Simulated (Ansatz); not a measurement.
```sh
ansatz run in.yaml --threads 4 --pin off --events-out ev --progress --plain --max-ram 9574MiB
```

```yaml
crystal:
  periodic: [false, false, false]
  atoms:
    - {symbol: Si, position_ang: [-0.371085, 1.031087, -0.384911]}
    - {symbol: Br, position_ang: [0.698807, -3.207077, 0.996373]}
    - {symbol: H, position_ang: [-0.698291, 0.353070, -1.659098]}
    - {symbol: H, position_ang: [-1.531219, 1.030847, 0.534088]}
    - {symbol: H, position_ang: [0.122019, 2.406457, -0.622516]}
    - {symbol: H, position_ang: [0.962796, -1.818650, 0.814485]}
    - {symbol: F, position_ang: [0.816972, 0.204267, 0.321578]}
basis:
  gaussian: {orbitals: def2-TZVPP}
hamiltonian: {xc: {name: PBE-QIDH}}
```

Describe the molecule in this file.

The species is BrFH4Si. Judged by distances it falls into 2 fragments: FH3Si, HBr. Coordination: 1 Si tetrahedral.

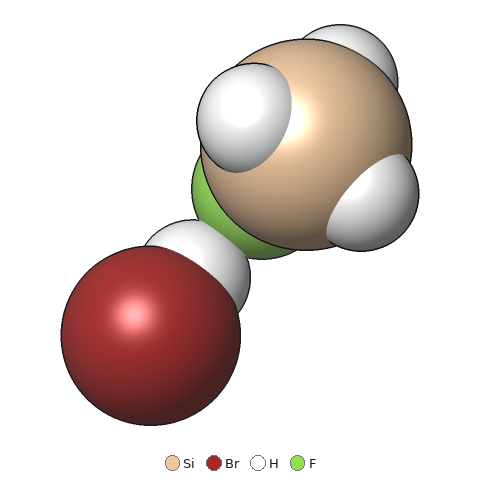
